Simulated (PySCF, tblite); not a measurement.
# C7H10: a rotation path, then NMR shifts on frames, part 2 of 2

tblite 0.8.0 and PySCF 2.14.0. Atoms count from 0. The steps go on from the part before.

### 5 Nuclear shieldings: image 4, PBE0/pcSseg-1

The job: settings as JSON, then the geometry in Å.

```
{"job": {"kind": "nmr", "xc": "PBE0", "basis": "pcSseg-1", "pop": false}, "charge": 0, "multiplicity": 1}
C      1.629500     1.175400     1.260400
C      1.376000     0.943600    -0.022200
C      0.332000     0.188600    -0.723200
C      0.471700     0.147500    -2.059000
C     -0.798400    -0.505400    -0.067400
C     -1.814300    -1.013300    -0.765100
C     -0.831400    -0.646200     1.426600
H      1.047900     0.822300     2.088400
H      2.491400     1.765700     1.528500
H      2.076500     1.382300    -0.725800
H      1.283600     0.655900    -2.551200
H     -0.197400    -0.385500    -2.707700
H     -2.621800    -1.528100    -0.272300
H     -1.901700    -0.946000    -1.833700
H      0.087800    -1.091200     1.800500
H     -0.973600     0.327300     1.893600
H     -1.664900    -1.280700     1.719600
```

Method: GIAO PBE0/pcSseg-1 NMR shielding, non-relativistic, gas phase.

Standard output:

```text
coarse grid: 13808 points
cycle   1  E = -272.2227649691  dE =  8.269e-01  |g| = 4.192e-01  |ddm| = 3.841e+00
cycle   2  E = -272.2285100004  dE = -5.745e-03  |g| = 4.048e-01  |ddm| = 8.161e-01
cycle   3  E = -272.2710603300  dE = -4.255e-02  |g| = 4.245e-02  |ddm| = 3.773e-01
cycle   4  E = -272.2711978453  dE = -1.375e-04  |g| = 3.611e-02  |ddm| = 7.432e-02
cycle   5  E = -272.2715508292  dE = -3.530e-04  |g| = 5.296e-03  |ddm| = 3.783e-02
cycle   6  E = -272.2715572635  dE = -6.434e-06  |g| = 1.370e-03  |ddm| = 5.790e-03
final grid: 132176 points
cycle   7  E = -272.3151384206  dE = -3.703e-05  |g| = 8.266e-03  |ddm| = 3.398e-02
cycle   8  E = -272.3151337377  dE =  4.683e-06  |g| = 9.240e-03  |ddm| = 1.798e-02
cycle   9  E = -272.3151561673  dE = -2.243e-05  |g| = 2.030e-03  |ddm| = 1.090e-02
cycle  10  E = -272.3151571836  dE = -1.016e-06  |g| = 1.973e-04  |ddm| = 1.790e-03
cycle  11  E = -272.3151571907  dE = -7.031e-09  |g| = 1.044e-04  |ddm| = 2.435e-04
cycle  12  E = -272.3151571934  dE = -2.678e-09  |g| = 2.697e-05  |ddm| = 1.074e-04
cycle  13  E = -272.3151571935  dE = -1.585e-10  |g| = 1.005e-05  |ddm| = 3.279e-05
converged SCF energy = -272.3151571935

GIAO shielding tensors (ppm)
atom      isotropic    diamagn.    paramagn.     s11        s22        s33       span
  0 C       65.889     256.368    -190.479    -32.549     64.929    165.288    197.837
  1 C       38.316     253.432    -215.117    -70.906     54.140    131.713    202.618
  2 C       38.227     255.361    -217.134    -76.064     32.306    158.439    234.502
  3 C       57.949     254.617    -196.668    -41.216     63.918    151.144    192.360
  4 C       38.179     258.112    -219.933    -82.083     41.538    155.081    237.165
  5 C       67.786     253.970    -186.184    -33.792     87.799    149.352    183.144
  6 C      159.260     248.313     -89.053    145.123    156.159    176.499     31.376
  7 H       25.964      33.618      -7.654     23.145     25.145     29.601      6.456
  8 H       26.403      28.516      -2.113     25.035     25.176     28.997      3.962
  9 H       25.126      31.760      -6.634     22.421     23.341     29.617      7.196
 10 H       26.319      31.534      -5.215     23.683     25.360     29.914      6.230
 11 H       25.475      33.466      -7.992     23.217     23.800     29.407      6.190
 12 H       26.489      31.184      -4.695     23.977     25.178     30.311      6.335
 13 H       25.893      33.463      -7.570     23.569     24.469     29.640      6.072
 14 H       29.292      31.239      -1.946     25.346     28.888     33.643      8.297
 15 H       29.140      31.080      -1.940     25.308     28.328     33.784      8.477
 16 H       29.714      30.427      -0.713     25.700     29.208     34.233      8.533
```

It took 20 s on 1 thread of Intel Xeon Platinum 8488C, shared host; peak memory 0.79 GiB.

This run: δ C4 148.7, C2 148.7, C1 148.6, C3 129.0, H9 6.59, H11 6.24 ppm.

### 6 NMR shieldings: image 6, PBE0/pcSseg-1

The job: settings as JSON, then the geometry in Å.

```
{"job": {"kind": "nmr", "xc": "PBE0", "basis": "pcSseg-1", "pop": false}, "charge": 0, "multiplicity": 1}
C      1.902300     0.691500     1.201900
C      1.440000     0.870300    -0.029100
C      0.286000     0.285200    -0.710900
C      0.173200     0.533700    -2.023500
C     -0.753200    -0.524200    -0.037300
C     -1.361700    -1.515700    -0.682300
C     -1.160900    -0.186800     1.367200
H      1.456700     0.041600     1.931300
H      2.788000     1.212800     1.526800
H      2.003200     1.536100    -0.674000
H      0.914600     1.109800    -2.552000
H     -0.653900     0.174500    -2.609000
H     -2.156000    -2.080200    -0.222600
H     -1.091900    -1.809900    -1.681200
H     -0.415600    -0.530700     2.080500
H     -1.280400     0.887000     1.493400
H     -2.097500    -0.683000     1.611000
```

Level: GIAO PBE0/pcSseg-1 NMR shielding, non-relativistic, gas phase.

Standard output:

```text
coarse grid: 13808 points
cycle   1  E = -272.2288654922  dE =  8.204e-01  |g| = 4.184e-01  |ddm| = 3.762e+00
cycle   2  E = -272.2351986425  dE = -6.333e-03  |g| = 4.009e-01  |ddm| = 8.004e-01
cycle   3  E = -272.2773560182  dE = -4.216e-02  |g| = 3.372e-02  |ddm| = 3.837e-01
cycle   4  E = -272.2773708528  dE = -1.483e-05  |g| = 3.303e-02  |ddm| = 6.331e-02
cycle   5  E = -272.2776602095  dE = -2.894e-04  |g| = 5.251e-03  |ddm| = 3.424e-02
cycle   6  E = -272.2776664972  dE = -6.288e-06  |g| = 1.487e-03  |ddm| = 6.106e-03
final grid: 132176 points
cycle   7  E = -272.3208886906  dE = -3.706e-05  |g| = 8.312e-03  |ddm| = 3.633e-02
cycle   8  E = -272.3208811239  dE =  7.567e-06  |g| = 9.854e-03  |ddm| = 1.927e-02
cycle   9  E = -272.3209066100  dE = -2.549e-05  |g| = 2.326e-03  |ddm| = 1.157e-02
cycle  10  E = -272.3209079400  dE = -1.330e-06  |g| = 1.932e-04  |ddm| = 1.945e-03
cycle  11  E = -272.3209079462  dE = -6.239e-09  |g| = 1.147e-04  |ddm| = 2.801e-04
cycle  12  E = -272.3209079495  dE = -3.307e-09  |g| = 2.725e-05  |ddm| = 1.139e-04
cycle  13  E = -272.3209079497  dE = -1.605e-10  |g| = 1.013e-05  |ddm| = 3.530e-05
converged SCF energy = -272.3209079497

GIAO shielding tensors (ppm)
atom      isotropic    diamagn.    paramagn.     s11        s22        s33       span
  0 C       65.054     256.714    -191.659    -37.820     66.272    166.712    204.532
  1 C       40.720     253.570    -212.850    -70.691     53.918    138.933    209.624
  2 C       31.703     256.674    -224.971    -81.715     24.111    152.714    234.429
  3 C       57.451     253.939    -196.488    -35.018     61.248    146.121    181.139
  4 C       34.389     258.424    -224.035    -86.022     33.822    155.368    241.390
  5 C       65.968     253.737    -187.769    -33.093     85.408    145.589    178.681
  6 C      161.507     247.610     -86.102    148.181    155.386    180.955     32.774
  7 H       26.164      33.687      -7.523     23.152     25.379     29.962      6.810
  8 H       26.264      28.645      -2.380     24.457     25.395     28.941      4.484
  9 H       25.124      31.760      -6.636     22.827     23.477     29.068      6.241
 10 H       26.445      31.542      -5.097     24.127     25.357     29.853      5.726
 11 H       25.917      32.870      -6.953     22.923     24.806     30.021      7.099
 12 H       26.532      31.330      -4.798     24.111     25.135     30.352      6.241
 13 H       26.085      33.124      -7.038     23.150     25.030     30.076      6.926
 14 H       29.098      31.097      -1.999     24.366     28.596     34.332      9.966
 15 H       29.802      30.457      -0.656     26.290     28.722     34.393      8.104
 16 H       29.682      30.243      -0.561     25.663     28.864     34.518      8.855
```

Run time: 19 s. Hardware: 1 thread of Intel Xeon Platinum 8488C, shared host; peak memory 0.79 GiB.

Key values: δ C2 155.2, C4 152.5, C1 146.2, C3 129.5, H9 6.59, H11 5.80 ppm.

### 7 Nuclear shieldings: image 8, PBE0/pcSseg-1

The job: settings as JSON, then the geometry in Å.

```
{"job": {"kind": "nmr", "xc": "PBE0", "basis": "pcSseg-1", "pop": false}, "charge": 0, "multiplicity": 1}
C      1.997900     0.106000     1.005200
C      1.526400     0.713900    -0.077200
C      0.244200     0.420100    -0.703000
C     -0.089400     0.952800    -1.878100
C     -0.691500    -0.485600     0.013000
C     -0.821700    -1.758200    -0.323400
C     -1.474500     0.159700     1.116500
H      1.443500    -0.669000     1.508300
H      2.961300     0.352500     1.418700
H      2.117700     1.474300    -0.572100
H      0.570900     1.621000    -2.406200
H     -1.031000     0.730500    -2.350500
H     -1.501000    -2.415800     0.193300
H     -0.248200    -2.192200    -1.124600
H     -0.801400     0.624200     1.835700
H     -2.109600     0.944900     0.706200
H     -2.100400    -0.567000     1.628300
```

Level: GIAO PBE0/pcSseg-1 NMR shielding, non-relativistic, gas phase.

Standard output:

```text
coarse grid: 13808 points
cycle   1  E = -272.2336103104  dE =  8.131e-01  |g| = 4.181e-01  |ddm| = 3.723e+00
cycle   2  E = -272.2407913550  dE = -7.181e-03  |g| = 3.964e-01  |ddm| = 7.875e-01
cycle   3  E = -272.2825664127  dE = -4.178e-02  |g| = 2.327e-02  |ddm| = 3.828e-01
cycle   4  E = -272.2825578072  dE =  8.606e-06  |g| = 2.402e-02  |ddm| = 4.779e-02
cycle   5  E = -272.2827109227  dE = -1.531e-04  |g| = 4.802e-03  |ddm| = 2.584e-02
cycle   6  E = -272.2827165789  dE = -5.656e-06  |g| = 1.315e-03  |ddm| = 5.270e-03
final grid: 132176 points
cycle   7  E = -272.3263081503  dE = -3.884e-05  |g| = 8.449e-03  |ddm| = 3.543e-02
cycle   8  E = -272.3263024285  dE =  5.722e-06  |g| = 9.611e-03  |ddm| = 1.809e-02
cycle   9  E = -272.3263267712  dE = -2.434e-05  |g| = 2.200e-03  |ddm| = 1.076e-02
cycle  10  E = -272.3263279670  dE = -1.196e-06  |g| = 1.905e-04  |ddm| = 1.852e-03
cycle  11  E = -272.3263279736  dE = -6.603e-09  |g| = 9.810e-05  |ddm| = 2.487e-04
cycle  12  E = -272.3263279759  dE = -2.309e-09  |g| = 3.030e-05  |ddm| = 1.048e-04
cycle  13  E = -272.3263279761  dE = -2.104e-10  |g| = 1.049e-05  |ddm| = 3.786e-05
converged SCF energy = -272.3263279761

GIAO shielding tensors (ppm)
atom      isotropic    diamagn.    paramagn.     s11        s22        s33       span
  0 C       62.661     256.881    -194.220    -45.391     65.174    168.200    213.591
  1 C       41.788     253.029    -211.241    -71.540     50.298    146.606    218.146
  2 C       25.826     259.595    -233.769    -87.089     19.959    144.608    231.697
  3 C       63.992     252.565    -188.573    -30.060     71.748    150.288    180.349
  4 C       31.051     260.434    -229.384    -88.551     31.295    150.408    238.960
  5 C       65.960     253.130    -187.170    -36.361     85.880    148.360    184.721
  6 C      159.506     246.939     -87.433    141.545    150.326    186.646     45.101
  7 H       26.166      33.455      -7.289     23.522     24.746     30.229      6.707
  8 H       26.178      28.941      -2.763     24.352     25.398     28.783      4.431
  9 H       25.092      31.900      -6.808     23.351     23.973     27.951      4.600
 10 H       26.436      31.315      -4.879     24.001     25.564     29.744      5.743
 11 H       26.430      31.827      -5.397     23.391     25.376     30.523      7.132
 12 H       26.327      31.465      -5.138     23.340     25.769     29.872      6.532
 13 H       26.636      32.328      -5.692     23.153     25.717     31.037      7.884
 14 H       29.386      30.520      -1.134     25.109     29.665     33.383      8.274
 15 H       29.760      29.591       0.168     25.977     28.376     34.926      8.949
 16 H       29.810      30.377      -0.567     26.503     28.135     34.793      8.291
```

It took 20 s on 1 thread of Intel Xeon Platinum 8488C, shared host; peak memory 0.79 GiB.

In short: δ C2 161.1, C4 155.9, C1 145.1, C0 124.3, H9 6.63, H7 5.55 ppm.

### 8 Comparing the runs: NMR shifts

Shifts (ppm) of some atoms, chosen among heavy atoms and hydrogens apart, with basis size and wall time:

| frame | C2 | C4 | C1 | C3 | C6 | H11 | H13 | functions | time |
| --- | --- | --- | --- | --- | --- | --- | --- | --- | --- |
| image 0 | 160.5 | 154.0 | 145.9 | 122.6 | 29.0 | 5.21 | 4.96 | 169 | 20 s |
| image 2 | 159.2 | 155.5 | 145.1 | 127.1 | 25.2 | 5.54 | 5.43 | 169 | 20 s |
| image 4 | 148.7 | 148.7 | 148.6 | 129.0 | 27.7 | 6.24 | 5.82 | 169 | 20 s |
| image 6 | 155.2 | 152.5 | 146.2 | 129.5 | 25.4 | 5.80 | 5.63 | 169 | 19 s |
| image 8 | 161.1 | 155.9 | 145.1 | 122.9 | 27.4 | 5.29 | 5.08 | 169 | 20 s |

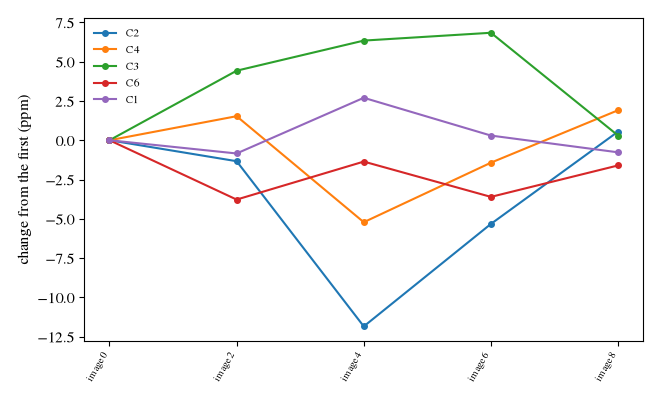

How five of the tabulated atoms move from run to run.

### 9 Summary of results

What follows sums up all 2 parts.

```
                                       quantity                                                           value
                                        barrier                              0.261 eV (6.0 kcal/mol) at image 4
                          end to end (GFN2-xTB)                                                       -0.002 eV
¹³C shifts against TMS (PBE0/pcSseg-1, image 0)              160.5, 154.0, 145.9, 124.2, 122.6, 121.4, 29.0 ppm
 ¹H shifts against TMS (PBE0/pcSseg-1, image 0)  6.66, 5.73, 5.52, 5.51, 5.37, 5.21, 4.96, 2.21, 2.05, 1.97 ppm
                       range of the shift of C2                                              148.7 to 161.1 ppm
```

In words: Along the band the dihedral turns by 179°, and the top (dihedral -9°) lies 6.0 kcal/mol above the start (GFN2-xTB, rough), so at room temperature this motion is fast. The top was not checked by a frequency run. Shifts at one fixed geometry are not the observed spectrum, which averages over the motion. Across the 5 runs the shift of C2 moves most, between 148.7 (image 4) and 161.1 ppm (image 8).
